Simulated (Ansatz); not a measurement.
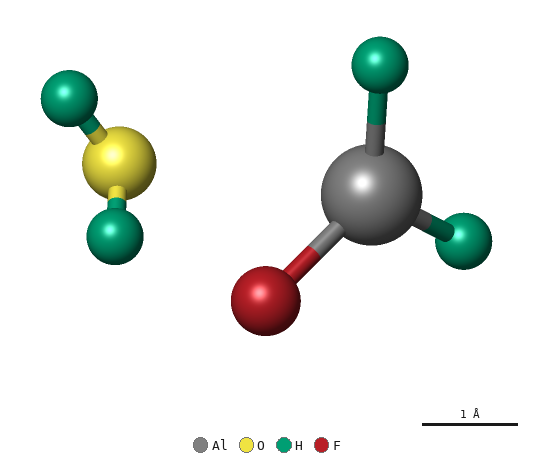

AlH4OF, before the relaxation. The picture is a ball-and-stick view, seen at a tilt.

The run prepares an end point of a later path (reaction) calculation, from a guessed geometry.

The calculation used RKS PBE0-D4/def2-mTZVP (Ansatz 0.2.0).

Input file:
```yaml
crystal:
  periodic: [false, false, false]
  atoms:
    - { symbol: Al, position_ang: [0.057132, 0.421095, -0.505818] }
    - { symbol: O, position_ang: [-0.04213, 0.000954, 2.425397] }
    - { symbol: H, position_ang: [-0.943103, -0.135288, 2.742708] }
    - { symbol: H, position_ang: [1.458401, -0.126558, -0.973925] }
    - { symbol: H, position_ang: [-1.359247, -0.150217, -0.906633] }
    - { symbol: F, position_ang: [0.054554, 1.878587, 0.335181] }
    - { symbol: H, position_ang: [0.013393, 0.969927, 2.253889] }
basis:
  gaussian: { orbitals: def2-mTZVP }
hamiltonian:
  xc: pbe0
  dispersion: d4
relax:
  f_tol: 0.03
  max_steps: 50
output:
  orbitals: {}
```

Command:
```bash
ansatz run input.yaml --threads 1 --pin off --max-ram 2048MiB --backend cpu --events-out ev --progress --plain --runs-dir out
```

Q: What does the optimiser find from here?

A: Over 8 geometry steps the energy falls by 0.643 eV. Largest force component: 0.82 eV/Å at the start, 0.0092 eV/Å at the end. The largest move after the best rigid fit is that of H3, 0.60 Å. By element the largest moves are H 0.60 Å, O 0.55 Å, Al 0.41 Å, F 0.25 Å. Near-neighbour distances that change, for instance: Al1–O2 2.963 → 2.011 Å, Al1–H5 1.579 → 1.595 Å, O2–H7 0.986 → 0.971 Å, Al1–H4 1.576 → 1.585 Å. New bonds form, among them: Al1–O2 (2.96 → 2.01 Å). Bond angles that change, for instance: H4–Al1–H5 126.6° → 122.4°, H3–O2–H7 104.4° → 106.5°. The run took 12 s on 1 thread of Intel(R) Xeon(R) 6975P-C (Granite Rapids), with other jobs on the host, peak memory 0.15 GiB.

Final geometry:

```xyz
7

Al    0.0277    0.4250   -0.0945
O    -0.0112    0.0886    1.8874
H    -0.8337   -0.3253    2.1822
H     1.3731   -0.2338   -0.6117
H    -1.4079   -0.1637   -0.4634
F     0.0939    2.0849    0.2062
H    -0.0028    0.9828    2.2646
```

After the run, drawn alike:

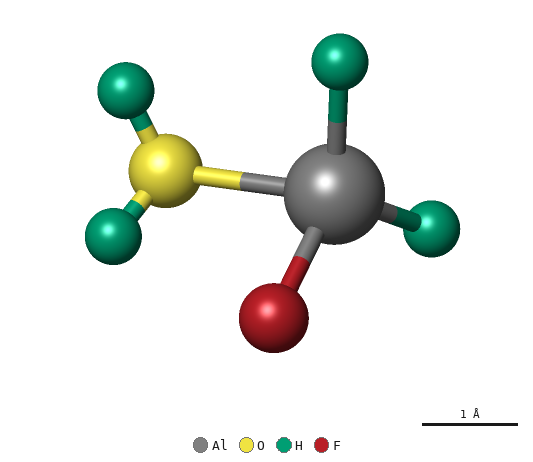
